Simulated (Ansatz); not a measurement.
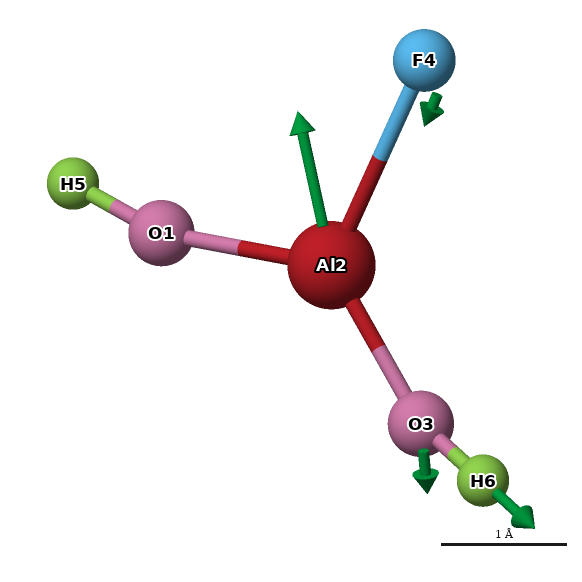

Arrows show the forces on the atoms, 0.09 Å of arrow for 1 eV/Å; forces under a tenth of the largest aren't drawn. Level of theory: PBE-D4/def2-TZVPP (Ansatz 0.2.0).

> On which atom is the force largest, and how large is it?

On Al2: 10.56 eV/Å.

> Along which bond is the force strongest?

Al2–O3, now 1.494 Å: the forces push its atoms apart, so a first step downhill lengthens it.

List the force components in the frame of the picture (x right, y up, z towards the viewer), in eV/Å.

```
atom     Fx     Fy     Fz
  O1  −0.61  −0.44  −0.42
 Al2  −2.25  10.30  −0.54
  O3   0.36  −3.89  −1.79
  F4  −1.17  −2.86  −1.00
  H5   0.24   0.06   0.15
  H6   3.43  −3.17   3.59
```
